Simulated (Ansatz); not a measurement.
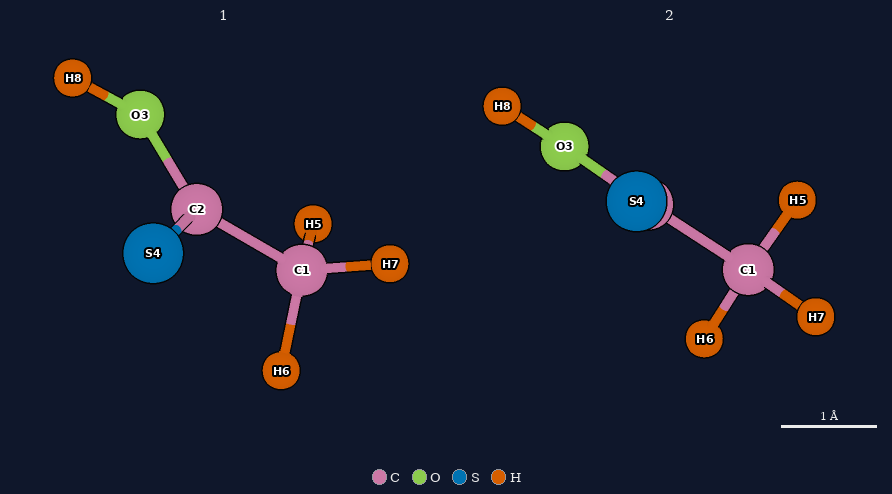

Two geometries of C₂H₄OS, drawn at one scale. One is the start of a relaxation, the other its converged end. The picture is a ball-and-stick view, seen from a free direction.

Theory: RKS PBE0-D4/def2-TZVP in Ansatz 0.2.0. Set-up: force threshold 0.005 eV/Å; at most 200 steps.

Which of the two is the end point?

Structure 2 is the relaxed one. After 23 accepted moves (29 points after the start) the energy has fallen by 0.052 eV. The largest force component goes from 0.49 to 0.0046 eV/Å. The line search rejected the trial steps at points 9, 13, 16, 19, 23, 26 of the run. The largest move after the best rigid fit is that of S4, 0.70 Å. Largest moves by element: S 0.70 Å, H 0.65 Å, O 0.42 Å, C 0.09 Å. Among the contacts that change: C1–H5 1.087 → 1.094 Å. Bond angles that change, for instance: C2–O3–H8 111.0° → 107.1°, C1–C2–O3 114.1° → 111.2°, H5–C1–H6 109.9° → 107.0°. Groups turn about C1–C2 by about 60°.
